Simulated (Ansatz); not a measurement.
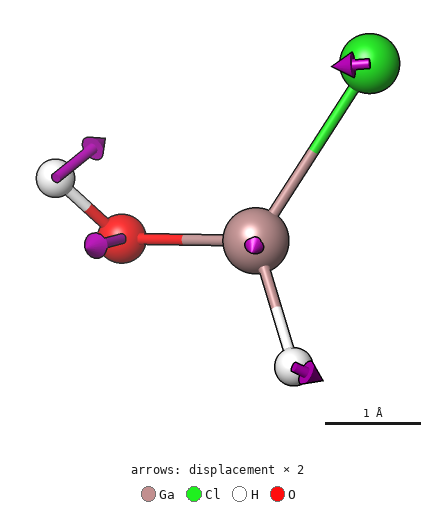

A relaxation of GaH2OCl. The starting structure is drawn; purple arrows show the displacements, magnified 2 times. The two geometries are superimposed by the best rigid fit.

The picture is a ball-and-stick view, seen at a tilt.

The run prepares the start of a later molecular dynamics calculation, from a guessed geometry.

Computed with RKS revPBE-D4/def2-SVP (Ansatz 0.2.0). Set-up: no spin polarisation; force threshold 0.02 eV/Å; at most 40 steps.

Question: Describe the change and its energy.

Answer: The energy falls by 0.256 eV in 6 geometry steps. The largest force component goes from 1.4 to 0.015 eV/Å. The atom that moves furthest after the best rigid fit is an H atom (0.46 Å). By element the largest moves are H 0.46 Å, O 0.40 Å, Cl 0.21 Å, Ga 0.12 Å. Some distances before and after: Cl–Ga 2.240 → 2.177 Å, H–O 1.010 → 0.976 Å, Ga–H 1.570 → 1.557 Å, Ga–O 1.790 → 1.800 Å. Among the angles between lasting bonds that change: Cl–Ga–O 120.0° → 115.5°, Cl–Ga–H 120.0° → 123.4°, Ga–O–H 109.5° → 111.8°. Groups turn about Ga–O by about 65°. Cost: 14 s on 1 thread of Arm Neoverse V1, on a shared host, peak memory 0.12 GiB.
